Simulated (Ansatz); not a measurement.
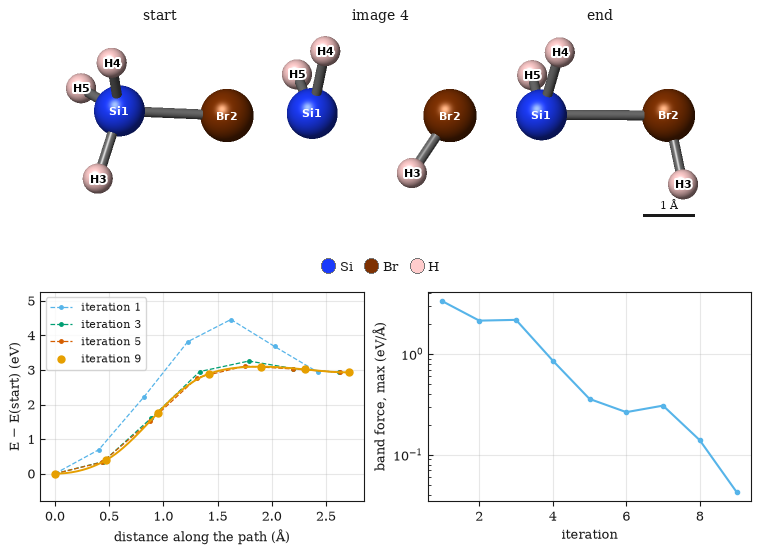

A search for the minimum-energy path of SiH3Br by the nudged elastic band. Images are numbered from 0 (start) to 6 (end). The plot follows the band through its iterations. The picture is a ball-and-stick view, seen at a tilt.

Theory: Ansatz 0.2.0, RKS PBE0-D4/def2-SVP.

The input:
```yaml
crystal:
  periodic: [false, false, false]
  atoms:
    - {symbol: Si, position_ang: [0.041862, 0.158001, 0.003045]}
    - {symbol: Br, position_ang: [-0.526445, -1.986876, -0.038343]}
    - {symbol: H, position_ang: [-0.323160, 0.763184, -1.298093]}
    - {symbol: H, position_ang: [-0.694826, 0.815430, 1.106403]}
    - {symbol: H, position_ang: [1.502569, 0.250161, 0.226989]}
basis:
  gaussian: {orbitals: def2-SVP}
hamiltonian: {xc: pbe0, dispersion: d4}
neb:
  images: 5
  climbing: true
  max_iterations: 40
  initial_path: idpp
  final_atoms:
    - {symbol: Si, position_ang: [0.375586, 1.076258, 0.222534]}
    - {symbol: Br, position_ang: [-0.549776, -1.253241, -0.559354]}
    - {symbol: H, position_ang: [-0.986041, -0.893950, -1.869356]}
    - {symbol: H, position_ang: [-0.413645, 0.799751, 1.496251]}
    - {symbol: H, position_ang: [1.573876, 0.271083, 0.709925]}
```

Command:
```bash
ansatz run in.yaml --threads 2 --pin off --events-out ev --progress --plain --max-ram 4352MiB
```

How did the profile develop, and is the result final?

Answer. The run is converged, with reservations. The band converged in 9 iterations. The largest component of the band force went from 3.3 to 0.043 eV/Å. The climbing image converged on the top of the path. Its curvatures weren't checked. The largest force component is 0.15 eV/Å at the start and 0.21 eV/Å at the end; an end with forces this large is no minimum, and the barrier measured from it can be far off. The first iteration put the highest image at 4.46 eV. Forward barrier 3.10 eV, backward barrier 0.16 eV, with image 4 at the top; the reaction energy is +2.93 eV.

The run took 36 s on 2 threads of Intel Xeon 6975P-C, with other jobs on the host.
